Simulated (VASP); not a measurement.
Band structure of TaP (relaxed from the wurtzite structure, space group P6_3mc). Level of theory: PBEsol GGA, VASP's PBE PAW potentials (set 64) (plane waves; VASP).

Unless said otherwise, spin-orbit coupling is left out, though it shifts the bands of the heavy elements here.

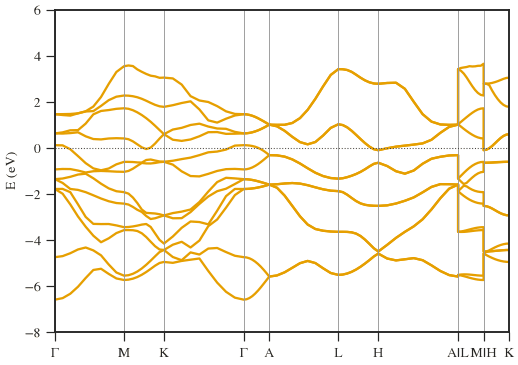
Figure: Bands along high-symmetry lines, zero at the valence-band maximum or, without a gap, the Fermi level

Task: Read the plot: is there a gap, and where are the band edges?

Result: It has no gap at this level: it comes out as a metal or semimetal. (Edges off the drawn lines would not show.)

The structure was generated: TaP was put into the wurtzite type (P6_3mc), which need not be its known phase. It was relaxed first, which changed the volume by -43 %.
